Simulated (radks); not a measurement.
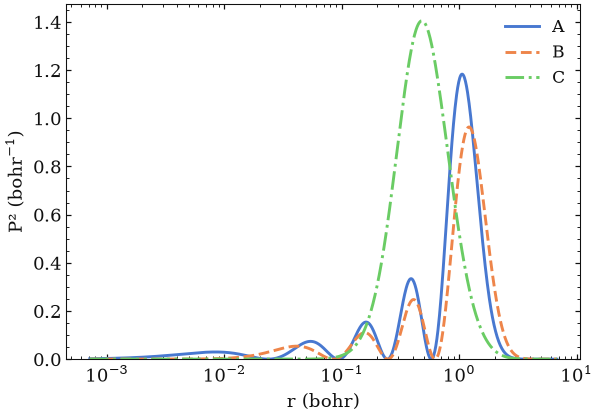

Yb³⁺ (Z = 70, 67 electrons); electrons: [Xe] 4f13 (high spin). Theory: scalar-relativistic Kohn-Sham, SCAN, spin-polarised, spherical densities, finite nucleus (computed with the in-house radial solver radks).

The plot shows the radial probability densities P² of 5p up, 4f up and 5s up.

Question: Which curve belongs to which orbital?

Answer: A is 5s up; B is 5p up; C is 4f up. 4f up: outer maximum at 0.481 bohr, ⟨r⟩ = 0.728 bohr, 0 nodes, eigenvalue −36.6 eV; 5s up: outer maximum at 1.06 bohr, ⟨r⟩ = 1.18 bohr, 4 nodes, eigenvalue −86.9 eV; 5p up: outer maximum at 1.21 bohr, ⟨r⟩ = 1.39 bohr, 3 nodes, eigenvalue −57.7 eV.
